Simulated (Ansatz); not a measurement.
| atom | x (Å) | y (Å) | z (Å) |
| --- | --- | --- | --- |
| C | 0.7977 | 0.6788 | 1.9055 |
| N | 0.5492 | -0.5314 | 1.1154 |
| Al | -0.1836 | -0.5637 | -0.5113 |
| N | -0.4331 | -2.0948 | -1.4013 |
| C | -0.6684 | 1.1668 | -1.3690 |
| F | -1.0976 | 2.0784 | -0.3085 |
| H | 0.3954 | 1.5458 | 1.3778 |
| H | 0.3030 | 0.6339 | 2.8838 |
| H | 1.8688 | 0.8480 | 2.0771 |
| H | 0.8286 | -1.3784 | 1.5928 |
| H | -0.1625 | -3.0080 | -1.0650 |
| H | -0.8758 | -2.1567 | -2.3070 |
| H | 0.1644 | 1.6587 | -1.8834 |
| H | -1.4993 | 1.0933 | -2.0780 |

Level of theory: RKS CAM-B3LYP-D4/6-31G in Ansatz 0.2.0.

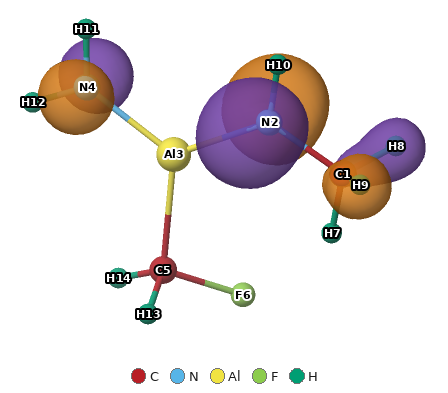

C2H8AlFN2 (SMILES C[NH][Al]([NH2])[CH2]F). The HOMO at ±0.15 Å⁻³ᐟ² (orange and purple are the two phases), seen at a tilt.

> Describe this orbital and give its energy.

Its weight (Hirshfeld) is mainly on N2 (about 55 %), N4 (about 15 %) and C1 (about 10 %). Its energy is −7.43 eV.
